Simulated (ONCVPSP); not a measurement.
Run report: Er, pseudopotential generation

System: erbium (Er, Z = 68), core [Kr] 4d10, reference valence 4f12 5s2 5p6 (an ion of charge +2), valence charge 22.
Method: ONCV potential, PBEsol, scalar-relativistic, made with ONCVPSP 4.0.1.

Summary:

- outcome: generated, with a ghost state
- cutoffs needed: 178 Ha and 198 Ha (the cutoffs at which the residual kinetic energy of the hardest occupied pseudo-wave falls to 1 and 0.1 mHa per electron)
- ghost test: GHOST(-) flagged for s at -985.5 eV, p at -327.5 eV; GHOST(+) flagged for s at 155.4 eV, d at 43.6 eV
- largest excitation error: -26 meV (all-electron minus pseudo) for 4f11 5s2 5p6, out of 4 test configurations
- rms error of d²Exc/dni dnj: 7.37 mHa without and 3.91 mHa with the model core
- range over which the phases arctan(r R′/R) at the test radius agree within 0.05 rad (a looser test near the poles than one of phase shifts): s: over the whole range computed; p: over the whole range computed; d: up to about 1.6 Ha; f: over the whole range computed
- hardware: 1 CPU thread, shared host
- wall time: 8.7 s

Remarks:

The potential has a bound ghost state, so it can't be used as it stands. Warnings of the program, in the generation or the tests: wellstate: moderately localized bound state found for n= 5 l= 2; wellstate: negative energy specified for n= 6 l= 1.

The input:
```
# ATOM AND REFERENCE CONFIGURATION
# atsym  z   nc   nv     iexc    psfile
  Er 68.00    9    3  -116133      upf
#
#   n    l    f
    1    0    2.00
    2    0    2.00
    2    1    6.00
    3    0    2.00
    3    1    6.00
    3    2   10.00
    4    0    2.00
    4    1    6.00
    4    2   10.00
    4    3   12.00
    5    0    2.00
    5    1    6.00
#
# PSEUDOPOTENTIAL AND OPTIMIZATION
# lmax
    3
#
#   l,   rc,      ep,       ncon, nbas, qcut
    0    1.75    0.00    4    7    6.70
    1    1.45    0.00    4    7    4.90
    2    1.65    0.02    4    7    5.70
    3    0.90    0.00    4    9   21.70
#
# LOCAL POTENTIAL
# lloc, lpopt,  rc(5),   dvloc0
    4    5    0.60    1.00
#
# VANDERBILT-KLEINMAN-BYLANDER PROJECTORs
# l, nproj, debl
    0    2    3.50
    1    2    1.20
    2    2    2.20
    3    3    3.00
#
# MODEL CORE CHARGE
# icmod, fcfact, rcfact
    3    2.75    1.55
#
# LOG DERIVATIVE ANALYSIS
# epsh1, epsh2, depsh
   -4.00    5.00    0.02
#
# OUTPUT GRID
# rlmax, drl
    6.00    0.01
#
# TEST CONFIGURATIONS
# ncnf
    4
# nvcnf
#   n    l    f
    4
    4    3   12.00
    5    0    2.00
    5    1    6.00
    6    0    2.00
#
    4
    4    3   12.00
    5    0    2.00
    5    1    6.00
    6    0    1.00
#
    3
    4    3   11.00
    5    0    2.00
    5    1    6.00
#
    4
    4    3   11.00
    5    0    2.00
    5    1    6.00
    6    0    2.00
#
```

Launched with:
```bash
oncvpsp.x < Er.dat > Er.out
```

The program's output (extracts):
```
ONCVPSP  (Optimized Norm-Conservinng Vanderbilt PSeudopotential)
scalar-relativistic version 4.0.1

#   n    l    f        energy (Ha)
    1    0    2.00    -2.1082616E+03
    2    0    2.00    -3.5462559E+02
    2    1    6.00    -3.1373170E+02
    3    0    2.00    -7.9852954E+01
    3    1    6.00    -6.7416004E+01
    3    2   10.00    -5.1848799E+01
    4    0    2.00    -1.6160591E+01
    4    1    6.00    -1.2070897E+01
    4    2   10.00    -6.5957490E+00
    4    3   12.00    -6.4183323E-01
    5    0    2.00    -2.4389459E+00
    5    1    6.00    -1.4995875E+00

Reference configufation results
  iterations    29
  all-electron total energy (Ha)   -1.30815099D+04

Begin loop to  construct optimized pseudo wave functions
and semi-local pseudopoentials for all angular momenta

   Wellstate for l =  0  n =  7
     eigenvalue =   1.0611
     asymptotic potential =   1.5611
     half-point radius =  3.1269

Calculating optimized projector #   1

 for l=   0

    Fraction of norm inside rc  0.881251
    Optimizing pswf for qcut=   6.71 a_B^-1,  ecut=  22.49 Ha
    Residual kinetic energy error=  1.16D-05 Ha

    Energy error per electron        Cutoff
         Ha          eV             Ha
         0.01000     0.27211       13.35
         0.00100     0.02721       17.10
         0.00010     0.00272       19.89
         0.00001     0.00027       24.04

Calculating optimized projector #   2

 for l=   0

    Fraction of norm inside rc  0.063721
    Optimizing pswf for qcut=   6.71 a_B^-1,  ecut=  22.49 Ha
    Residual kinetic energy error=  3.26D-05 Ha

    Energy error per electron        Cutoff
         Ha          eV             Ha
         0.01000     0.27211       12.64
         0.00100     0.02721       17.33
         0.00010     0.00272       20.84
         0.00001     0.00027       31.31

WARNING wellstate: negative energy specified for n= 6 l=  1
WARNING scattering state with energy  0.25000000
WARNING will be used for the first projector

   Wellstate for l =  1  n =  7
     eigenvalue =   0.2500
     asymptotic potential =   0.7500
     half-point radius =  5.6654

Calculating optimized projector #   1

 for l=   1

    Fraction of norm inside rc  0.527527
    Optimizing pswf for qcut=   4.91 a_B^-1,  ecut=  12.07 Ha
    Residual kinetic energy error=  1.29D-02 Ha

    Energy error per electron        Cutoff
         Ha          eV             Ha
         0.01000     0.27211       13.41
         0.00100     0.02721       57.74
         0.00010     0.00272       70.38
         0.00001     0.00027       94.82

Calculating optimized projector #   2

 for l=   1

    Fraction of norm inside rc  0.044783
    Optimizing pswf for qcut=   4.91 a_B^-1,  ecut=  12.07 Ha
    Residual kinetic energy error=  2.80D-03 Ha

    Energy error per electron        Cutoff
         Ha          eV             Ha
         0.01000     0.27211        5.47
         0.00100     0.02721       16.08
         0.00010     0.00272       51.12
         0.00001     0.00027       91.15

WARNING wellstate: moderately localized bound state found for n= 5 l=  2
WARNING scattering state with energy  0.05000000
WARNING will be used for the first projector

   Wellstate for l =  2  n =  6
     eigenvalue =   0.0500
     asymptotic potential =   0.5500
     half-point radius =  5.3279

   Wellstate for l =  2  n =  7
     eigenvalue =   2.2500
     asymptotic potential =   2.7500
     half-point radius =  3.3185

Calculating optimized projector #   1

 for l=   2

    Fraction of norm inside rc  0.107172
    Optimizing pswf for qcut=   5.70 a_B^-1,  ecut=  16.25 Ha
    Residual kinetic energy error=  2.19D-05 Ha

    Energy error per electron        Cutoff
         Ha          eV             Ha
         0.01000     0.27211        6.61
         0.00100     0.02721        9.27
         0.00010     0.00272       11.61
         0.00001     0.00027       30.13

Calculating optimized projector #   2

 for l=   2

    Fraction of norm inside rc  0.084805
    Optimizing pswf for qcut=   5.70 a_B^-1,  ecut=  16.25 Ha
    Residual kinetic energy error=  8.48D-05 Ha

    Energy error per electron        Cutoff
         Ha          eV             Ha
         0.01000     0.27211        8.73
         0.00100     0.02721       11.13
         0.00010     0.00272       14.95
         0.00001     0.00027       80.29

   Wellstate for l =  3  n =  6
     eigenvalue =   2.3582
     asymptotic potential =   2.8582
     half-point radius =  2.8016

   Wellstate for l =  3  n =  7
     eigenvalue =   5.3582
     asymptotic potential =   5.8582
     half-point radius =  2.5665

Calculating optimized projector #   1

 for l=   3

    Fraction of norm inside rc  0.681553
    Optimizing pswf for qcut=  21.70 a_B^-1,  ecut= 235.41 Ha
    Residual kinetic energy error=  2.52D-06 Ha

    Energy error per electron        Cutoff
         Ha          eV             Ha
         0.01000     0.27211      154.66
         0.00100     0.02721      178.38
         0.00010     0.00272      197.61
         0.00001     0.00027      214.71

Calculating optimized projector #   2

 for l=   3

    Fraction of norm inside rc  0.034166
    Optimizing pswf for qcut=  21.70 a_B^-1,  ecut= 235.41 Ha
    Residual kinetic energy error=  6.53D-08 Ha

    Energy error per electron        Cutoff
         Ha          eV             Ha
         0.01000     0.27211      131.84
         0.00100     0.02721      162.47
         0.00010     0.00272      186.49
         0.00001     0.00027      205.54

Calculating optimized projector #   3

 for l=   3

    Fraction of norm inside rc  0.026688
    Optimizing pswf for qcut=  21.70 a_B^-1,  ecut= 235.41 Ha
    Residual kinetic energy error=  2.53D-07 Ha

    Energy error per electron        Cutoff
         Ha          eV             Ha
         0.01000     0.27211      138.94
         0.00100     0.02721      169.88
         0.00010     0.00272      193.66
         0.00001     0.00027      212.98

Construct Vanderbilt / Kleinmman-Bylander projectors

B matrix Hermiticity error, ll=   0
   1   2   -3.9407E-04

  Orthonormal projector coefficients  2.6723E+01  2.0575E+00

B matrix Hermiticity error, ll=   1
   1   2   -1.4812E-04

  Orthonormal projector coefficients  2.2994E+01  2.6440E+00

B matrix Hermiticity error, ll=   2
   1   2    1.0841E-04

  Orthonormal projector coefficients  1.2233E+01  8.6883E-01

B matrix Hermiticity error, ll=   3
   1   2   -5.9247E-04
   1   3    1.0054E-03
   2   3    1.5670E-04

  Orthonormal projector coefficients -3.2123E+01 -1.4338E+01 -2.7847E+00

Model core correction analysis
  based on d2Exc/dn_idn_j

d2excae - all-electron derivatives

   -1.949903D-02   -1.210485D-02   -9.226836D-03
   -1.210465D-02   -2.528536D-02   -2.224117D-02
   -9.226653D-03   -2.224111D-02   -2.314651D-02

d2excps - pseudofunction derivatives with no core correction

   -4.023865D-02   -1.690183D-02   -1.151942D-02
   -1.690173D-02   -2.630708D-02   -2.297983D-02
   -1.151931D-02   -2.297978D-02   -2.374023D-02

rms 2nd derivative error    7.372282E-03

rmatch, rhocmatch    0.8016   21.2009

Teter function model core charge with specified parameters

d2excps - pseudofunction derivatives with core correction

   -3.034688D-02   -1.321378D-02   -9.519102D-03
   -1.321369D-02   -2.220134D-02   -2.039238D-02
   -9.518954D-03   -2.039224D-02   -2.205999D-02

rms 2nd derivative error    3.913429E-03

Pseudoatom total energy -191.044320

Diagnostic tests using Vanderbilt-Kleinman-Bylander pseudopotentials
  1 or more projectors used as specified by nproj input data

   l    rcore       rmatch      e in        delta e   norm test  slope test

   0   1.7550164   1.8083025  -2.4389459  -0.0000016   1.0001356   1.0001380
   0   1.7550164   1.8083025   1.0610541   0.0000483   1.0003299   1.0003299

   1   1.4579539   1.5022205  -1.4995875  -0.0000093   1.0001160   1.0001473
   1   1.4579539   1.5022205   0.2500000   0.0000043   1.0003391   1.0003391

   2   1.6531086   1.7033005   0.0500000   0.0000088   1.0001043   1.0001043
   2   1.6531086   1.7033005   2.2500000   0.0000243   1.0000477   1.0000477

   3   0.9034525   0.9308833  -0.6418332  -0.0002324   1.0003688   1.0000283
   3   0.9034525   0.9308833   2.3581668  -0.0001581   1.0007389   1.0007389
   3   0.9034525   0.9308833   5.3581668   0.0003379   1.0008896   1.0008896

 Testing for bound ghosts
   n   l    E NL Schr. Eq   E Basis Diag.   E Cutoff

       0                      -36.216502     61.54  WARNING - GHOST(-)
   1   0       -2.438948       -2.438906     61.54

       1                      -12.034186    104.25  WARNING - GHOST(-)
   2   1       -1.499597       -1.498513    104.25

   3   2       -0.492832       -0.471513     94.32

   4   3       -0.642066       -0.625281    748.01

 Testing for highly-localized positive-energy ghosts
       l    <radius>/rc     E Basis Diag.   E Cutoff

       0        0.938353        5.712434     61.54  WARNING - GHOST(+)

       2        0.403441        1.603319     94.32  WARNING - GHOST(+)

Test configuration 0

   n   l     f        eae           eps        diff
   1   0  2.0000-2108.26160634
   2   0  2.0000 -354.62558528
   2   1  6.0000 -313.73169591
   3   0  2.0000  -79.85295412
   3   1  6.0000  -67.41600435
   3   2 10.0000  -51.84879887
   4   0  2.0000  -16.16059110
   4   1  6.0000  -12.07089670
   4   2 10.0000   -6.59574895
   4   3 12.0000   -0.64183323   -0.64206566   -2.32D-04
   5   0  2.0000   -2.43894590   -2.43894753   -1.63D-06
   5   1  6.0000   -1.49958754   -1.49959685   -9.31D-06

    Total energies and differences
      AE_ref= -1.30815099D+04  AE_tst= -1.30815099D+04  dif=  0.00D+00
      PS_ref= -1.91044320D+02  PS_tst= -1.91044320D+02  dif=  2.84D-13
      PSP excitation error= -2.84D-13

Test configuration 1

   n   l     f        eae           eps        diff
   1   0  2.0000-2107.73394696
   2   0  2.0000 -354.10084946
   2   1  6.0000 -313.20662020
   3   0  2.0000  -79.33174978
   3   1  6.0000  -66.89473429
   3   2 10.0000  -51.32720546
   4   0  2.0000  -15.63800335
   4   1  6.0000  -11.54778216
   4   2 10.0000   -6.07190825
   4   3 12.0000   -0.11695033   -0.11717109   -2.21D-04
   5   0  2.0000   -1.90750342   -1.90739820    1.05D-04
   5   1  6.0000   -0.97080333   -0.97056306    2.40D-04
   6   0  2.0000   -0.14145379   -0.14143728    1.65D-05

    Total energies and differences
      AE_ref= -1.30815099D+04  AE_tst= -1.30821811D+04  dif= -6.71D-01
      PS_ref= -1.91044320D+02  PS_tst= -1.91714789D+02  dif= -6.70D-01
      PSP excitation error= -7.47D-04

Test configuration 2

   n   l     f        eae           eps        diff
   1   0  2.0000-2107.97699561
   2   0  2.0000 -354.34289354
   2   1  6.0000 -313.44880230
   3   0  2.0000  -79.57244906
   3   1  6.0000  -67.13546048
   3   2 10.0000  -51.56805738
   4   0  2.0000  -15.87924325
   4   1  6.0000  -11.78923179
   4   2 10.0000   -6.31365178
   4   3 12.0000   -0.35925249   -0.35947044   -2.18D-04
   5   0  2.0000   -2.15261059   -2.15256146    4.91D-05
   5   1  6.0000   -1.21536704   -1.21524617    1.21D-04
   6   0  1.0000   -0.33244698   -0.33246845   -2.15D-05

    Total energies and differences
      AE_ref= -1.30815099D+04  AE_tst= -1.30819452D+04  dif= -4.35D-01
      PS_ref= -1.91044320D+02  PS_tst= -1.91479594D+02  dif= -4.35D-01
      PSP excitation error=  2.20D-05

Test configuration 3

   n   l     f        eae           eps        diff
   1   0  2.0000-2108.93992938
   2   0  2.0000 -355.32328315
   2   1  6.0000 -314.42680187
   3   0  2.0000  -80.57542310
   3   1  6.0000  -68.13798546
   3   2 10.0000  -52.56853093
   4   0  2.0000  -16.87221736
   4   1  6.0000  -12.77760789
   4   2 10.0000   -7.29462022
   4   3 11.0000   -1.30426501   -1.30963869   -5.37D-03
   5   0  2.0000   -3.01530782   -3.01674556   -1.44D-03
   5   1  6.0000   -2.03671432   -2.03496709    1.75D-03

    Total energies and differences
      AE_ref= -1.30815099D+04  AE_tst= -1.30805450D+04  dif=  9.65D-01
      PS_ref= -1.91044320D+02  PS_tst= -1.90078439D+02  dif=  9.66D-01
      PSP excitation error= -9.68D-04

Test configuration 4

   n   l     f        eae           eps        diff
   1   0  2.0000-2108.30273614
   2   0  2.0000 -354.68972255
   2   1  6.0000 -313.79291804
   3   0  2.0000  -79.94553716
   3   1  6.0000  -67.50804180
   3   2 10.0000  -51.93826080
   4   0  2.0000  -16.24182445
   4   1  6.0000  -12.14693009
   4   2 10.0000   -6.66367781
   4   3 11.0000   -0.67453363   -0.67920133   -4.67D-03
   5   0  2.0000   -2.38603332   -2.38701473   -9.81D-04
   5   1  6.0000   -1.41439210   -1.41235110    2.04D-03
   6   0  2.0000   -0.39411052   -0.39421158   -1.01D-04

    Total energies and differences
      AE_ref= -1.30815099D+04  AE_tst= -1.30817956D+04  dif= -2.86D-01
      PS_ref= -1.91044320D+02  PS_tst= -1.91329739D+02  dif= -2.85D-01
      PSP excitation error= -2.29D-04
```

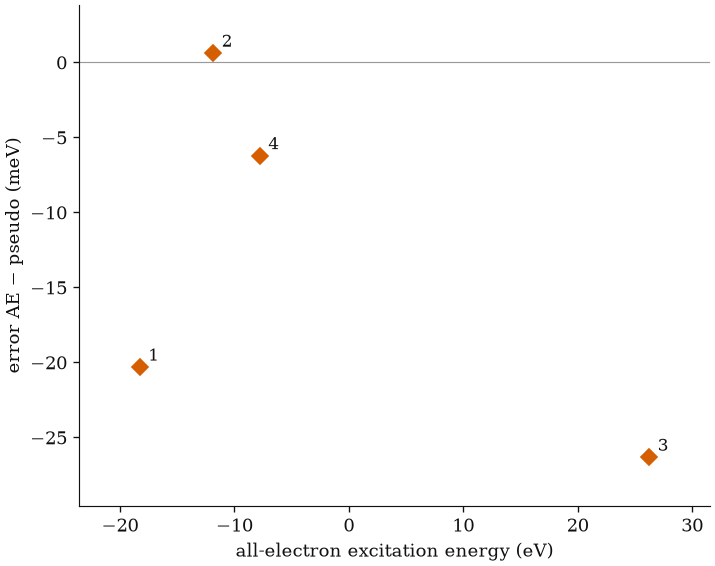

Figure 1. Errors, all-electron minus pseudo, of the energies of valence configurations relative to the unpolarised reference 4f12 5s2 5p6. Points: 1 = 4f12 5s2 5p6 6s2; 2 = 4f12 5s2 5p6 6s1; 3 = 4f11 5s2 5p6; 4 = 4f11 5s2 5p6 6s2.

- Worst configuration: 4f11 5s2 5p6 (charge +3): the error is -26 meV on an all-electron energy of +26.26 eV relative to the reference, or 0.1 %.
- Configurations within 10 meV and within 50 meV: 2 and 4 of 4.
- Errors in meV: 4f12 5s2 5p6 6s2: -20; 4f12 5s2 5p6 6s1: +0.6; 4f11 5s2 5p6: -26; 4f11 5s2 5p6 6s2: -6.2. The potential isn't sound: its ghost test gives GHOST(-) flagged for s at -985.5 eV, p at -327.5 eV; GHOST(+) flagged for s at 155.4 eV, d at 43.6 eV.

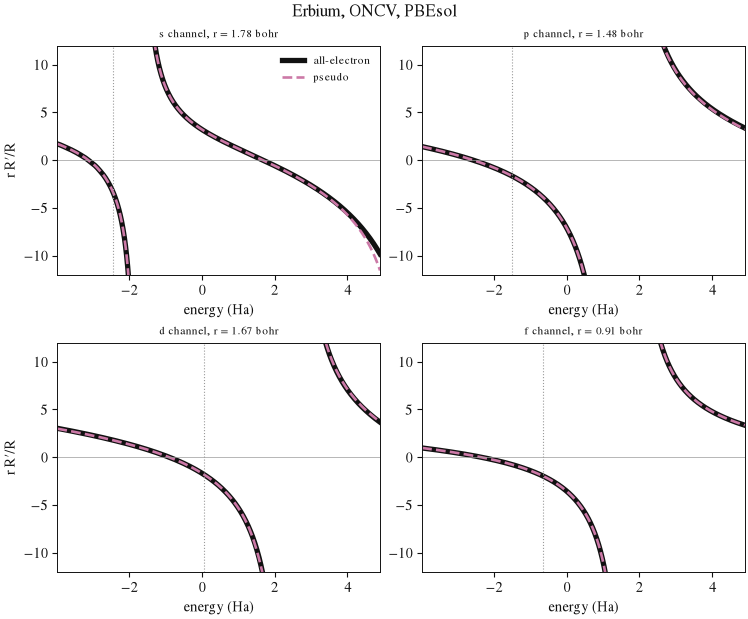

Figure 2. Logarithmic derivatives r R′/R at the test radius against energy, all-electron atom (solid) and pseudo-atom (dashed). Here R(r) is the radial function. The dotted line marks the reference energy of the channel.

- Zeros of the logarithmic derivative: s: all-electron -3.1 and 1.7 Ha, pseudo -3.1 and 1.7 Ha; p: all-electron -2.6 Ha, pseudo -2.6 Ha; d: all-electron -0.9 Ha, pseudo -0.9 Ha; f: all-electron -2.4 Ha, pseudo -2.4 Ha.
- Poles, where the radial function vanishes at the test radius: s: all-electron at -1.7 Ha, pseudo at -1.7 Ha; p: all-electron at 1.4 Ha, pseudo at 1.4 Ha; d: all-electron at 2.5 Ha, pseudo at 2.5 Ha; f: all-electron at 1.7 Ha, pseudo at 1.7 Ha.
- Ghost states: the plot shows none: pseudo and all-electron curves have the same branches in all channels drawn. The separate test gives: GHOST(-) flagged for s at -985.5 eV, p at -327.5 eV; GHOST(+) flagged for s at 155.4 eV, d at 43.6 eV. The bound ghosts lie below the range of the plot.

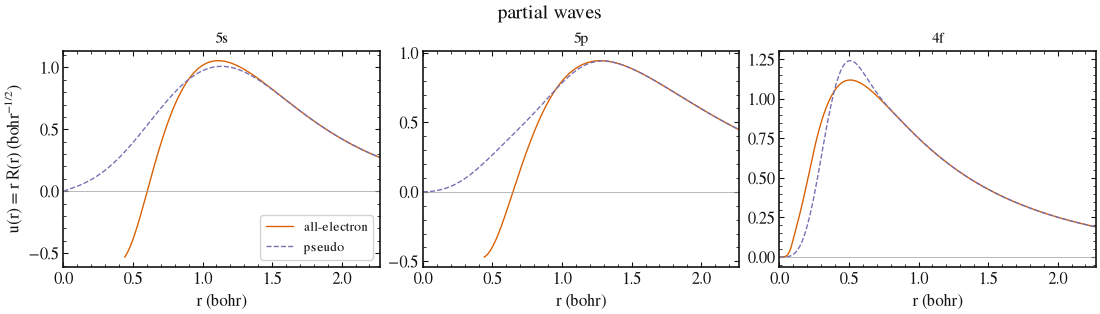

Figure 3. Partial waves u(r) = r R(r), all-electron (solid) and pseudo (dashed). The innermost oscillations of some all-electron curves aren't drawn. Reference configuration 4f12 5s2 5p6.

- Matching radii: 5s at 1.75 bohr; 5p at 1.45 bohr; 4f at 0.90 bohr. The curves merge smoothly, so the plot gives these only roughly.
- Nodes of the pseudo-waves: 5s has no node; 5p has no node; 4f has no node.

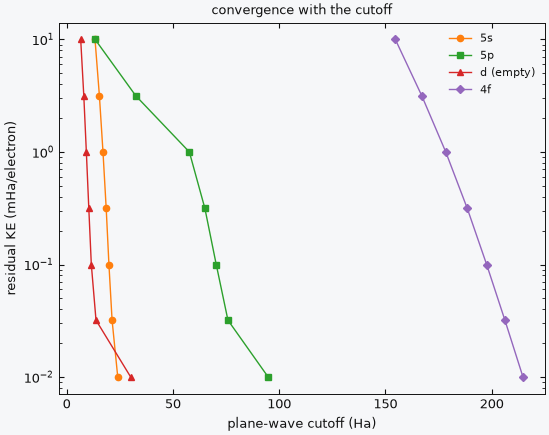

Figure 4. Residual kinetic energy of the pseudo-waves (the first of each channel, and further valence shells) beyond the plane-wave cutoff, as the generator prints it.

- Cutoffs for the occupied states: 178 Ha for 1 mHa and 198 Ha for 0.1 mHa per electron. The first is set by 4f.
- Hardest wave at 1 mHa per electron: 4f, with rc = 0.90 bohr and qcut = 21.7 1/bohr. The optimisation minimises, but can't always remove, the kinetic energy above qcut²/2 = 235.4 Ha, and a larger rc would as a rule soften the wave at some cost in transferability.
- Cutoffs for 1 mHa per electron: 4f: 178 Ha; 5p: 58 Ha; 5s: 17 Ha; d (empty): 9.3 Ha.
